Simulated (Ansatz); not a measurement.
Starting cell, HfO2 (tetragonal-ZrO2 type, space group P4_2/nmc):

```xyz
12
Lattice="7.2089 0.0000 0.0000 0.0000 3.6044 0.0000 0.0000 0.0000 5.2643" Properties=species:S:1:pos:R:3 pbc="T T T"
Hf     0.0000     0.0000     0.0000
Hf     3.6044     0.0000     0.0000
Hf     1.8022     1.8022     2.6321
Hf     5.4066     1.8022     2.6321
O      0.0000     1.8022     1.0173
O      3.6044     1.8022     1.0173
O      0.0000     1.8022     3.6494
O      3.6044     1.8022     3.6494
O      1.8022     0.0000     1.6149
O      5.4066     0.0000     1.6149
O      1.8022     0.0000     4.2470
O      5.4066     0.0000     4.2470
```

The atoms are displaced by Q × the pattern below (from a DFPT mode at X = (0.5, 0.0, 0.0), largest move 1; Q in Å), at fixed cell. It is one choice among 2 degenerate patterns. (q is in reciprocal vectors of the primitive cell; the cell shown is doubled to hold the pattern.)

| atom | x | y | z |
|---|---|---|---|
| Hf1 | 0.000 | 0.046 | 0.000 |
| Hf2 | 0.000 | -0.046 | 0.000 |
| Hf3 | 0.000 | -0.010 | 0.000 |
| Hf4 | 0.000 | 0.010 | 0.000 |
| O5 | 0.000 | -1.000 | 0.000 |
| O6 | 0.000 | 1.000 | 0.000 |
| O7 | 0.000 | 0.055 | 0.000 |
| O8 | 0.000 | -0.055 | 0.000 |
| O9 | 0.000 | 0.228 | 0.000 |
| O10 | 0.000 | -0.228 | 0.000 |
| O11 | 0.000 | -0.013 | 0.000 |
| O12 | 0.000 | 0.013 | 0.000 |

Method: PBE (plane waves to 420 eV, PAW, scalar-relativistic; Ansatz, a program for electronic structure). k mesh 5×9×6 (Γ-centred), Fermi-Dirac smearing 0.05 eV. Energies are smeared free energies. HfO2 is run without spin polarisation. HfO2 was relaxed with its symmetry unable to fall. Spin-orbit coupling is left out, though Hf is heavy. This is a high-temperature form of HfO2. ΔE is measured from the undisplaced structure.

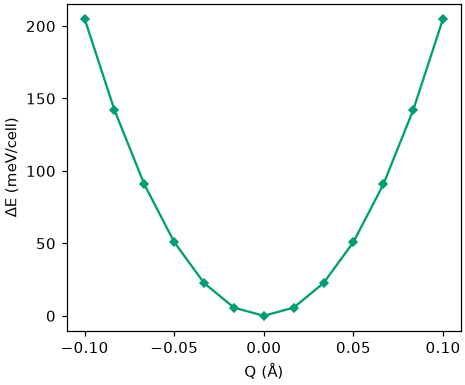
ΔE (meV/cell) against Q (Å); markers are the computed points, lines only join them.

### Question
What is the energy change at Q = 0.100 Å?

### Answer
About 210 meV/cell.

### Question
What harmonic wavenumber does the curvature at Q = 0 give?

### Answer
About 570 cm⁻¹.

(A displaced cell: forces are minus the slopes of the energy, force constants its curvatures, and phonons follow from these.)
